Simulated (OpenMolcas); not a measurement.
**Re⁵⁺ among point charges: CASSCF and CASPT2 levels and susceptibility**

How does a field of 3 point charges split the states of Re⁵⁺, and what χT follows?

Method: state-averaged CASSCF and CASPT2, spin-orbit coupling by RASSI with atomic mean-field integrals. Code: OpenMolcas 26.06.

## (1) The atom as given

```
Species                           : Re⁵⁺ (rhenium, Z = 75, 70 electrons)
Basis                             : ANO-RCC-VDZP [7s6p4d2f1g], 68 functions
Scalar Hamiltonian                : DKH2, point nucleus
Inactive shells                   : 1s 2s 2p 3s 3p 3d 4s 4p 4d 4f 5s 5p
Active space                      : 2 electrons in 5 orbitals (5d)
Some configurations of this space : 5d2
Orbitals                          : optimised for each spin and parity, averaged over all roots
```

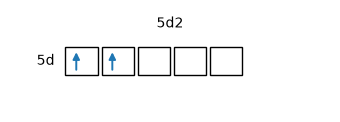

Occupation of the outer shells (arrows by Hund's rule).

The ion sits among 3 point charges of -1 e arranged as a planar triangle (D3h), 2.15 Å from the ion.

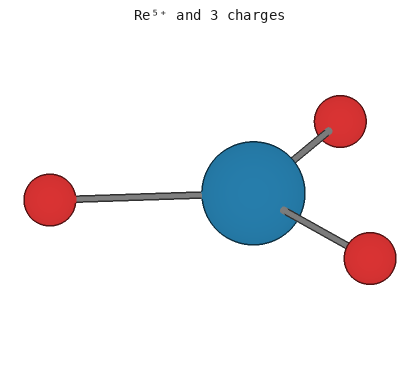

The ion and the point charges (red).

The work runs as a chain of OpenMolcas steps in one folder; each step below is one input file. Labels, J, g values, rates, χT and fits are worked out afterwards by a script from the matrices that RASSI stores.

## (2) One- and two-electron integrals

Contents of a.inp:

```
&GATEWAY
Coord
1

Re 0.0 0.0 0.0
Basis=ANO-RCC-VDZP
Group=NoSym
NoMove
AngMom=0.0 0.0 0.0
AMFI
XField
3 Angstrom 0
2.150000 0.000000 0.000000 -1.000000
-1.075000 1.861955 0.000000 -1.000000
-1.075000 -1.861955 0.000000 -1.000000
&SEWARD
```

Command:

```
$ OMP_NUM_THREADS=1 MOLCAS_MEM=1689 MOLCAS_PROJECT=a pymolcas a.inp > a.log
```

The program printed:

```text
Basis set label: RE.ANO-RCC...7S6P4D2F1G.

      Electronic valence basis set:
      ------------------
      Associated Effective Charge  75.000000 au
      Associated Actual Charge     75.000000 au
      Nuclear Model: Point charge

      Shell  nPrim  nBasis  Cartesian Spherical Contaminant
         s      24       7        X
         p      21       6        X
         d      15       4                 X
         f      11       2                 X
         g       4       1                 X
                  Relativistic Douglas-Kroll-Hess integrals:
                    - DKH order of Hamiltonian: 2
                    - DKH order of Properties : 0
                  Atomic mean-field integrals
```

## (3) Reference wave functions, triplets, 10 roots

Contents of a.inp:

```
&RASSCF
FileOrb=start.orb
Symmetry=1
Spin=3
nActEl=2 0 0
Inactive=34
Ras2=5
CIRoot=10 10 1
SDav=10
CIMx=300
Iter=120 100
PrWF=0.3
OrbListing=Nothing
MaxOrb=0
>>> COPY $Project.JobIph JOB001
```

start.orb holds the contracted functions of the basis, ordered by shell, or the orbitals of the step before.

The program printed, cut to the lines that bear on the results:

```text
[...]
      Number of active orbitals                  5
[...]
      Spin quantum number                      1.0
[...]
      Active orbitals                            5
[...]
      Number of CSFs                            10
      Number of root(s) required                10
[...]
      Convergence after  8 iterations
[...]
      Natural orbitals and occupation numbers for root  1
      sym 1:   0.057429   0.942571  -0.000000   0.942571   0.057429
      Natural orbitals and occupation numbers for root  2
      sym 1:   0.167359   0.167359   0.832641   0.832641   0.000000
      Natural orbitals and occupation numbers for root  3
      sym 1:   0.167359   0.832641   0.832641   0.167359  -0.000000
::    RASSCF root number  1 Total energy: -16675.12001171
::    RASSCF root number  2 Total energy: -16675.11582206
::    RASSCF root number  3 Total energy: -16675.11582206
[...]
::    RASSCF root number  7 Total energy: -16675.09882644
::    RASSCF root number  8 Total energy: -16675.05465320
::    RASSCF root number  9 Total energy: -16675.05465320
::    RASSCF root number 10 Total energy: -16675.01812535
```

## (4) CASSCF: singlets, 15 roots

Contents of a.inp:

```
&RASSCF
FileOrb=start.orb
Symmetry=1
Spin=1
nActEl=2 0 0
Inactive=34
Ras2=5
CIRoot=15 15 1
SDav=15
CIMx=300
Iter=120 100
PrWF=0.3
OrbListing=Nothing
MaxOrb=0
>>> COPY $Project.JobIph JOB002
```

Command:

```
$ OMP_NUM_THREADS=1 MOLCAS_MEM=1689 MOLCAS_PROJECT=a pymolcas a.inp > a.log
```

The program printed, cut to the lines that bear on the results:

```text
[...]
      Number of active orbitals                  5
[...]
      Spin quantum number                      0.0
[...]
      Active orbitals                            5
[...]
      Number of CSFs                            15
      Number of root(s) required                15
[...]
      Convergence after  7 iterations
[...]
      Natural orbitals and occupation numbers for root  1
      sym 1:   0.276387   0.723612   0.723612   0.000000   0.276390
      Natural orbitals and occupation numbers for root  2
      sym 1:   0.000000   0.723612   0.276557   0.723612   0.276220
      Natural orbitals and occupation numbers for root  3
      sym 1:   0.100182   0.899818   0.100182   0.000000   0.899818
::    RASSCF root number  1 Total energy: -16675.06783432
::    RASSCF root number  2 Total energy: -16675.06783432
::    RASSCF root number  3 Total energy: -16675.05715487
[...]
::    RASSCF root number 12 Total energy: -16675.01913603
::    RASSCF root number 13 Total energy: -16674.99148259
::    RASSCF root number 14 Total energy: -16674.99148259
::    RASSCF root number 15 Total energy: -16674.90142210
```

## (5) State interaction with spin-orbit coupling

Contents of a.inp:

```
&RASSI
NrOfJobIphs=2 10 15
1 2 3 4 5 6 7 8 9 10
1 2 3 4 5 6 7 8 9 10 11 12 13 14 15
IphNames
JOB001
JOB002
EJob
SpinOrbit
DIPRint=1.0
SOCoupling=1000.0
Subsets=2
Property=9
'ANGMOM' 1 'ANGMOM' 2 'ANGMOM' 3 'MLTPL  1' 1 'MLTPL  1' 2 'MLTPL  1' 3
'AMFI' 1 'AMFI' 2 'AMFI' 3
SOProperty=3
'ANGMOM' 1 'ANGMOM' 2 'ANGMOM' 3
```

The program printed:

```text
SPIN-FREE ENERGIES:
  (Shifted by EMIN (a.u.) =     -16675.1200117079)

 SF State       Relative EMIN(au)   Rel lowest level(eV)    D:o, cm**(-1)      L_eff

     1             0.0000000000        0.0000000000              0.0000         2.9
     2             0.0041896480        0.1140061293            919.5214         2.9
     3             0.0041896491        0.1140061600            919.5217         2.9
     4             0.0166248595        0.4523854737           3648.7349         3.0
     5             0.0166248644        0.4523856077           3648.7360         3.0
     6             0.0211734048        0.5761576960           4647.0252         3.0
     7             0.0211852648        0.5764804234           4649.6282         3.0
    11             0.0521773855        1.4198189903          11451.6124         2.2
    12             0.0521773869        1.4198190273          11451.6127         2.2
    13             0.0628568419        1.7104218039          13795.4822         3.0
    14             0.0628568427        1.7104218253          13795.4824         3.0
    15             0.0638268217        1.7368162972          14008.3682         3.3
     8             0.0653585036        1.7784954869          14344.5335         1.2
     9             0.0653585060        1.7784955504          14344.5340         1.2
    16             0.0790283214        2.1504701781          17344.7117         2.9
    17             0.0809291643        2.2021947470          17761.8985         3.3
    18             0.0809291659        2.2021947928          17761.8989         3.3
    19             0.0860597222        2.3418043415          18887.9258         3.9
    20             0.0860597258        2.3418044399          18887.9266         3.9
    21             0.1008275056        2.7436561989          22129.0796         4.0
    22             0.1008756765        2.7449669973          22139.6519         4.0
    10             0.1018863559        2.7724689844          22361.4704         1.2
    23             0.1285291195        3.4974555134          28208.8811         4.0
    24             0.1285291195        3.4974555134          28208.8811         4.0
    25             0.2185896030        5.9481261169          47974.8725         0.2
     Dipole printing threshold changed to   1.00000000E+00

++ Dipole transition strengths (spin-free states):
   -----------------------------------------------
     for osc. strength at least  1.00000000E+00

  ( Max oscillator strength is only    3.3676775505328935E-006 )
--
Eigenvalues of complex Hamiltonian:
   -----------------------------------
  (Shifted by EMIN (a.u.) =     -16675.1200117079)

 SO State       Relative EMIN(au)   Rel lowest level(eV)    D:o, cm**(-1)     J-value

     1            -0.0470156674        0.0000000000              0.0000         1.9
     2            -0.0414118953        0.1524864055           1229.8858         1.8
     3            -0.0414118947        0.1524864231           1229.8859         1.8
     4            -0.0358291215        0.3044014216           2455.1630         1.0
     5            -0.0358291197        0.3044014700           2455.1634         1.0
     6            -0.0062477239        1.1093522581           8947.5294         2.9
     7            -0.0026271618        1.2078727712           9742.1509         2.8
     8            -0.0026271613        1.2078727850           9742.1510         2.8
     9             0.0020558601        1.3353042880          10769.9554         2.3
    10             0.0020558619        1.3353043381          10769.9558         2.3
    11             0.0098779824        1.5481550786          12486.7128         1.3
    12             0.0098863831        1.5483836747          12488.5566         1.3
    13             0.0202296785        1.8298390816          14758.6475         3.6
    14             0.0227024928        1.8971277855          15301.3675         3.5
    15             0.0227024932        1.8971277955          15301.3676         3.5
    16             0.0302680219        2.1029963207          16961.8092         3.0
    17             0.0302680247        2.1029963949          16961.8098         3.0
    18             0.0370407540        2.2872917483          18448.2521         1.3
    19             0.0417877743        2.4164647532          19490.1026         2.8
    20             0.0417898921        2.4165223801          19490.5674         2.8
    21             0.0472384190        2.5647843511          20686.3809         1.6
    22             0.0472384190        2.5647843512          20686.3809         1.6
    23             0.0489003478        2.6100077371          21051.1321         1.9
    24             0.0489003486        2.6100077577          21051.1322         1.9
    25             0.0513044948        2.6754279101          21578.7814         2.1
    26             0.0513044962        2.6754279484          21578.7817         2.1
    27             0.0547500437        2.7691860701          22334.9919         1.2
    28             0.0673418307        3.1118260498          25098.5697         2.1
    29             0.0759166286        3.3451581874          26980.5203         2.5
    30             0.0759166289        3.3451581956          26980.5204         2.5
    31             0.0775673089        3.3900754872          27342.8028         3.9
    32             0.0828037242        3.5325656059          28492.0631         3.0
    33             0.0828037256        3.5325656456          28492.0634         3.0
    34             0.0855918463        3.6084342729          29103.9852         2.9
    35             0.0855918468        3.6084342867          29103.9853         2.9
    36             0.1043413977        4.1186355594          33219.0361         2.2
    37             0.1043414007        4.1186356400          33219.0367         2.2
    38             0.1080093084        4.2184444953          34024.0494         2.8
    39             0.1080519024        4.2196035355          34033.3977         2.8
    40             0.1221112593        4.6021781256          37119.0699         2.0
    41             0.1221112598        4.6021781412          37119.0700         2.0
Weights of the five most important spin-orbit-free states for each spin-orbit state.

 SO State  Total energy (au)           Spin-free states, spin, and weights
 -------------------------------------------------------------------------------------------------------
    1        -0.047016       1 1.0  0.3882    2 1.0  0.2673    3 1.0  0.2673   16 0.0  0.0410   15 0.0  0.0328
    2        -0.041412       2 1.0  0.3645    1 1.0  0.2360    4 1.0  0.1527    5 1.0  0.1527   14 0.0  0.0520
    3        -0.041412       3 1.0  0.3645    1 1.0  0.2360    4 1.0  0.1527    5 1.0  0.1527   13 0.0  0.0520
    4        -0.035829       6 1.0  0.2606    7 1.0  0.2605    4 1.0  0.2285   12 0.0  0.1329    3 1.0  0.0540
    5        -0.035829       6 1.0  0.2606    7 1.0  0.2605    5 1.0  0.2285   11 0.0  0.1329    2 1.0  0.0540
    6        -0.006248       2 1.0  0.5000    3 1.0  0.5000    9 1.0  0.0000    8 1.0  0.0000    6 1.0  0.0000
    7        -0.002627       1 1.0  0.4968    4 1.0  0.2451    5 1.0  0.2451    3 1.0  0.0097   18 0.0  0.0021
    8        -0.002627       1 1.0  0.4968    4 1.0  0.2451    5 1.0  0.2451    2 1.0  0.0097   17 0.0  0.0021
    9         0.002056       3 1.0  0.2583    2 1.0  0.2583    6 1.0  0.1693    7 1.0  0.1692    5 1.0  0.1428
   10         0.002056       2 1.0  0.2583    3 1.0  0.2583    6 1.0  0.1693    7 1.0  0.1692    4 1.0  0.1428
   11         0.009878       6 1.0  0.7085    5 1.0  0.1457    4 1.0  0.1457   22 0.0  0.0000    3 1.0  0.0000
   12         0.009886       7 1.0  0.7084    5 1.0  0.1458    4 1.0  0.1458   21 0.0  0.0000    1 1.0  0.0000
```

Time for these steps: 6.8 s (1 thread of Arm Neoverse V1, shared host).

Spin-free states, with their symmetry labels:

```
state  degeneracy  E (cm-1)  free-ion L (%)
  3A2           1         0          F (95)
   3E           2       920          F (93)
   3E           2      3649         F (100)
  3A1           1      4647         F (100)
  3A2           1      4650         F (100)
   1E           2     11452          D (91)
   1E           2     13795          D (57)
  1A1           1     14008          G (61)
   3E           2     14345          P (93)
  1A1           1     17345          D (58)
   1E           2     17762          G (57)
   1E           2     18888          G (91)
  1A1           1     22129         G (100)
  1A2           1     22140         G (100)
  3A2           1     22361          P (95)
   1E           2     28209         G (100)
  1A1           1     47975          S (96)
```

With spin-orbit coupling:

```
E (cm-1)  Degeneracy  Label  2S+1               g
     0.0           1     A1     3                
    1230           2      E     3  0.00 0.00 1.86
    2455           2      E     3  0.00 0.00 3.18
    8948           1     A2     3                
    9742           2      E     3  0.00 0.00 2.01
   10770           2      E     3  0.00 0.00 4.36
   12487           1     A2     3                
   12489           1     A1     3                
   14759           1     A1     3                
   15301           2      E     3  0.00 0.00 2.15
   16962           2      E     3  0.00 0.00 4.49
   18448           1     A1     3                
   19490           1     A1     3                
   19491           1     A2     3                
   20686           2      E     3  0.00 0.00 9.88
   21051           2      E     3  0.00 0.00 4.72
   21579           2      E     3  0.00 0.00 1.93
   22335           1     A2     3                
   25099           1     A1     1                
   26981           2      E     1  0.00 0.00 2.41
   27343           1     A1     1                
   28492           2      E     1  0.00 0.00 2.58
   29104           2      E     1  0.00 0.00 4.48
   33219           2      E     1  0.00 0.00 4.77
```

Labels of spin-orbit levels are those of the rotation subgroup (D3 for D3h). Principal g values are given for doublets only; a zero marks a field direction without first-order Zeeman splitting.

Powder χT (cm³ K/mol): 0.00 at 2 K, 0.00 at 5 K, 0.00 at 10 K, 0.01 at 20 K, 0.02 at 50 K, 0.03 at 100 K, 0.05 at 150 K, 0.07 at 200 K, 0.08 at 250 K, 0.10 at 300 K.

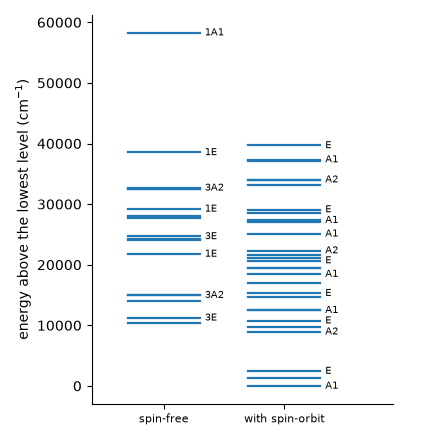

The states in the field without (left) and with (right) spin-orbit coupling.

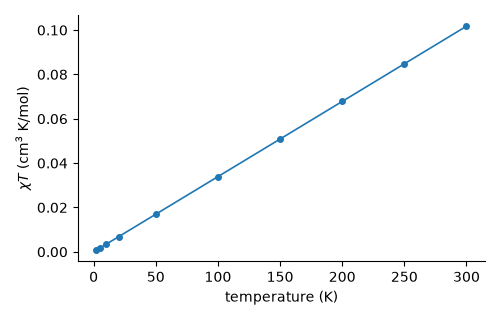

χT against temperature.

Orbitals of the lowest block (energies include the constant potential of the surroundings):

```
shell     space  energy (hartree)  mean occupation  ⟨r²⟩ (bohr²)
   1s  inactive        -2644.3991            2.000      0.000416
   2s  inactive         -465.3088            2.000       0.00679
   2p  inactive         -407.9568            6.000       0.00563
   3s  inactive         -111.2147            2.000        0.0443
   3p  inactive          -93.8881            6.000        0.0450
   3d  inactive          -73.3833           10.000        0.0377
   4s  inactive          -25.6239            2.000         0.220
   4p  inactive          -19.8070            6.000         0.248
   4d  inactive          -12.1962           10.000         0.290
   4f  inactive           -3.7245           14.000         0.401
   5s  inactive           -5.1609            2.000          1.21
   5p  inactive           -3.5239            6.000          1.57
   5d      RAS2                              2.000          2.73
```

## (6) CASPT2: IPEA 0.25, imaginary shift 0.1 (closed shells correlated: 4f 5s 5p)

Contents of a.inp:

```
>>> COPY JOB001 $Project.JobIph
&CASPT2
Multistate=10 1 2 3 4 5 6 7 8 9 10
NoMult
Frozen=23
IPEA=0.25
Imaginary=0.1
MaxIter=60
WThr=0.0 0.3 0.05
PrWF=0.5
NoMix
>>> COPY JOB002 $Project.JobIph
&CASPT2
Multistate=15 1 2 3 4 5 6 7 8 9 10 11 12 13 14 15
NoMult
Frozen=23
IPEA=0.25
Imaginary=0.1
MaxIter=60
WThr=0.0 0.3 0.05
PrWF=0.5
NoMix
```

The program printed, cut to the lines that bear on the results:

```text
[...]
      Active orbitals                            5
[...]
      E2 (Variational):          -0.7061928154
      Total energy:          -16675.8262045233
[...]
::    CASPT2 Root  1     Total energy: -16675.82620452
::    CASPT2 Root  2     Total energy: -16675.82332276
[...]
::    CASPT2 Root 12     Total energy: -16675.73168139
::    CASPT2 Root 13     Total energy: -16675.70276621
::    CASPT2 Root 14     Total energy: -16675.70274071
::    CASPT2 Root 15     Total energy: -16675.62799181
```

Time for this run: 8.3 s (1 thread of Arm Neoverse V1, shared host).

SS-CASPT2: lowest energy less the reference's lowest, -0.7062 hartree; reference weights 0.929 to 0.937.

States without spin-orbit coupling:

```
state  degeneracy  E (cm-1)  free-ion L (%)
  3A2           1         0          F (95)
   3E           2       632          F (93)
   3E           2      3745         F (100)
  3A1           1      4367         F (100)
  3A2           1      4369         F (100)
   1E           2      9595          D (91)
   1E           2     12192          D (57)
   3E           2     12674          P (93)
  1A1           1     13330          G (61)
  1A1           1     15513          D (58)
   1E           2     15942          G (57)
   1E           2     17492          G (91)
  1A1           1     20736         G (100)
  1A2           1     20745         G (100)
  3A2           1     20963          P (95)
   1E           2     27094         G (100)
  1A1           1     43503          S (96)
```

With spin-orbit coupling:

```tsv
E (cm-1)	Degeneracy	Label	2S+1	g
0	1	A1	3	
1250	2	E	3	0.00 0.00 1.87
2280	2	E	3	0.00 0.00 3.18
8920	1	A2	3	
10040	2	E	3	0.00 0.00 2.01
10800	2	E	3	0.00 0.00 4.40
12570	1	A2	3	
12580	1	A1	3	
14680	1	A1	3	
15010	2	E	3	0.00 0.00 2.15
16700	2	E	3	0.00 0.00 4.46
17000	1	A1	3	
19580	1	A1	3	
19580	1	A2	3	
20000	2	E	3	0.00 0.00 4.69
20370	2	E	3	0.00 0.00 1.92
20620	2	E	3	0.00 0.00 9.87
20930	1	A2	3	
23950	1	A1	1	
25880	2	E	1	0.00 0.00 2.46
26730	1	A1	1	
27210	2	E	1	0.00 0.00 2.51
27940	2	E	1	0.00 0.00 4.55
32020	2	E	1	0.00 0.00 4.71
```

Powder χT (cm³ K/mol): 0.00 at 2 K, 0.00 at 5 K, 0.00 at 10 K, 0.01 at 20 K, 0.02 at 50 K, 0.03 at 100 K, 0.05 at 150 K, 0.07 at 200 K, 0.08 at 250 K, 0.10 at 300 K.

## (7) The methods side by side

A. CASSCF
B. SS-CASPT2, IPEA 0.25, imaginary shift 0.1 (closed shells correlated: 4f 5s 5p)

```
method  ground state  first state of that spin (cm-1)  first gap with spin-orbit (cm-1)  χT at 300 K
     A           3A2                         3E 919.5                            1229.9         0.10
     B           3A2                         3E 632.5                            1247.3         0.10
```

## (8) Outcome

| quantity | value |
| --- | --- |
| method | SS-CASPT2, IPEA 0.25, imaginary shift 0.1 (closed shells correlated: 4f 5s 5p) |
| spin-free ground state | 3A2, 1-fold in its orbital part |
| first state of the same spin within the active space | 3E at 632 cm⁻¹ |
| lowest level | 1-fold A1 |
| next level | 1247.3 cm⁻¹ |
| χT at 300 K | 0.10 cm³ K/mol |
| effective moment at 300 K | 0.90 μB |

Cost by method:

```
                                                 method  time of its own steps  time with the reference
                                              A. CASSCF                  6.8 s                    6.8 s
B. SS-CASPT2, IPEA 0.25, imaginary shift 0.1, +4f 5s 5p                  8.3 s                     15 s
```

Times are of one thread on a shared host.

In words: The spin-free ground state (3A2) comes to 95 % from free-ion F terms and keeps the highest spin of the shell. χT at 300 K is 0.10, against 1.00 cm³ K/mol for the spin alone, so spin-orbit coupling lowers it. CASPT2 does not keep the components of a term degenerate, and the means are used. The field of point charges can differ much from that of real complexes. This is an electrostatic model: the charges have no orbitals.
